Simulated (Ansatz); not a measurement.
# Cl₂FGe₂H₃···H₂: what the fields show

The calculation's input:

```
crystal:
  periodic: [false, false, false]
  atoms:
    - { symbol: Ge, position_ang: [-0.474355, 0.278928, -0.353901] }
    - { symbol: H, position_ang: [-0.118035, -0.872687, 2.130706] }
    - { symbol: Cl, position_ang: [1.602942, 0.534824, 0.123868] }
    - { symbol: Cl, position_ang: [-0.85623, 1.543985, -2.055586] }
    - { symbol: Ge, position_ang: [-1.195653, -2.001166, -0.897771] }
    - { symbol: H, position_ang: [-1.485124, -2.750449, 0.398896] }
    - { symbol: H, position_ang: [-2.453694, -1.886106, -1.758404] }
    - { symbol: H, position_ang: [-0.059305, -2.674607, -1.66459] }
    - { symbol: F, position_ang: [-1.37029, 1.006328, 0.894886] }
    - { symbol: H, position_ang: [-0.683456, -0.46865, 2.270996] }
basis:
  gaussian: { orbitals: def2-SVP }
hamiltonian:
  xc: hf
relax:
  f_tol: 0.03
  max_steps: 50
output:
  orbitals: {}
```

Command:

```sh
ansatz run input.yaml --threads 4 --pin off --max-ram 5120MiB --backend cpu --events-out ev --progress --plain --runs-dir out
```

The fields are those of the run's last geometry, not of the input's.

These are results of Ansatz 0.2.0, RHF/def2-SVP, not measurements.

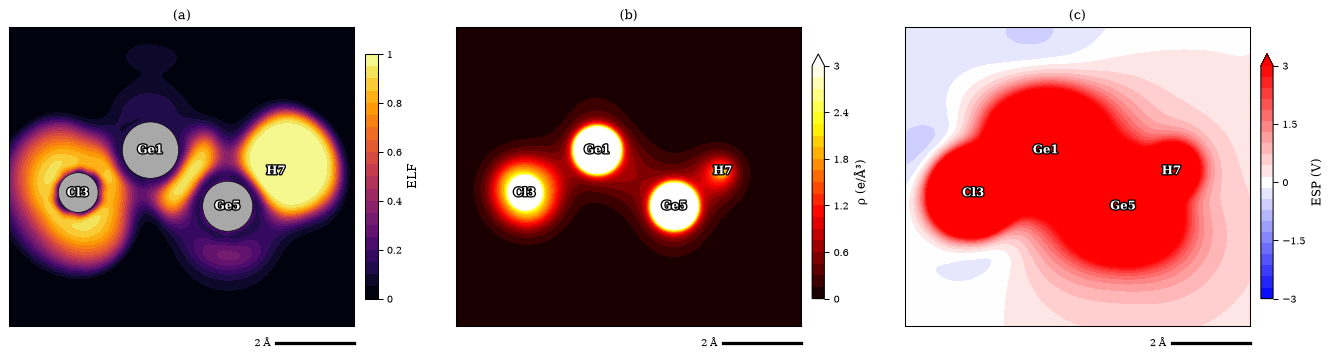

Figure 1. (a) electron localisation function; (b) total electron density; (c) electrostatic potential on the plane of atoms Cl3, Ge1 and Ge5. Grey discs cover the atomic cores in the ELF map.

Q: What do the fields say about this system?

A:
- Atoms in the plane: Ge, Cl and H.
- Ge–Cl (2.15 Å): ρ at the midpoint is about 0.75 e/Å³, with its minimum of 0.67 e/Å³ about 0.9 Å from Ge; the ELF peaks at about 0.85 in the valence shell of Cl, 0.9 Å from its nucleus, and is about 0.70 at the midpoint.
- Ge–Ge (2.45 Å): the density is about 0.6 e/Å³ at the midpoint; the ELF peaks at about 0.90 between the atoms, as expected for localised, covalent bonding.
- Ge–H (1.53 Å): ρ is about 1.1 e/Å³ halfway; the ELF climbs to about 1 towards the hydrogen.
- The ELF also peaks beside Cl3, away from the bonds: lone-pair regions.
- Outside the dense part of the complex the potential is most negative (−0.5 V) near Cl3.

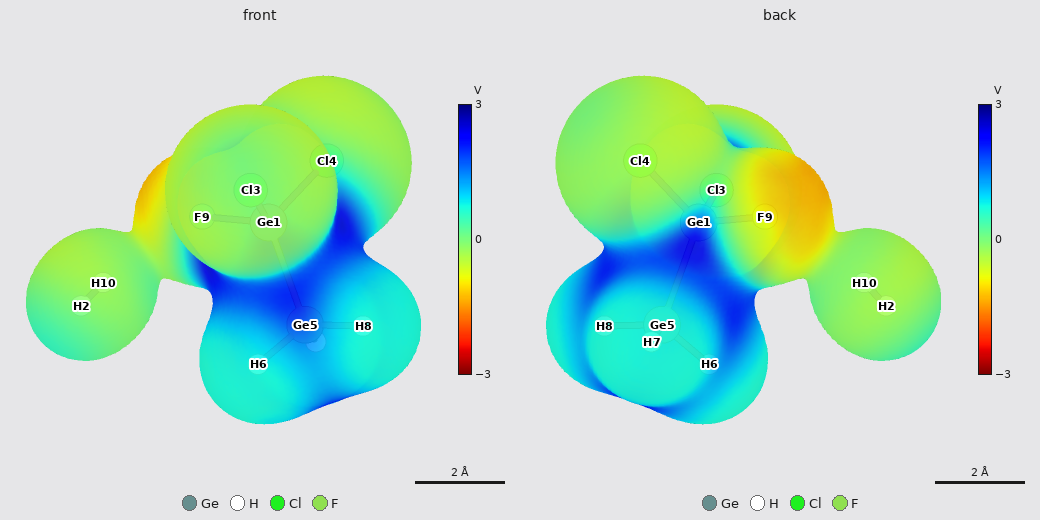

Figure 2. The electrostatic potential painted on the density surface at 0.002 e/bohr³, seen from the front and from behind; red is negative and blue positive.

Q: Which sites attract a positive test charge, and which a negative one?

A: A positive charge is drawn to the negative regions and a negative charge to the positive ones. The most negative region (about −1.3 V) lies over F9, the most positive (about +2.3 V) over Ge1.

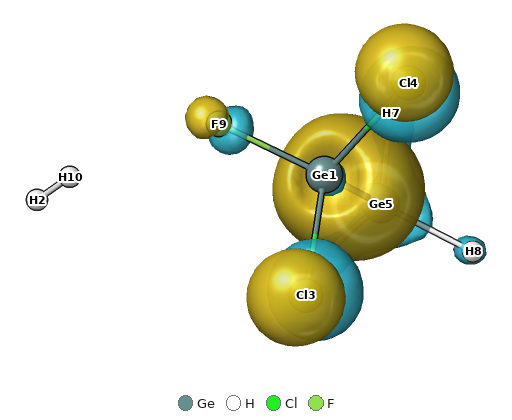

Figure 3. The HOMO at ±0.15 Å⁻³ᐟ² (yellow and cyan are the two phases), seen from one side.

Q: Where does this orbital lie, and at what energy?

A: By Hirshfeld shares it lies mainly on Ge5 (about 25 %), Ge1 (about 25 %), Cl3 (about 20 %) and Cl4 (about 20 %). Its energy is −11.57 eV.
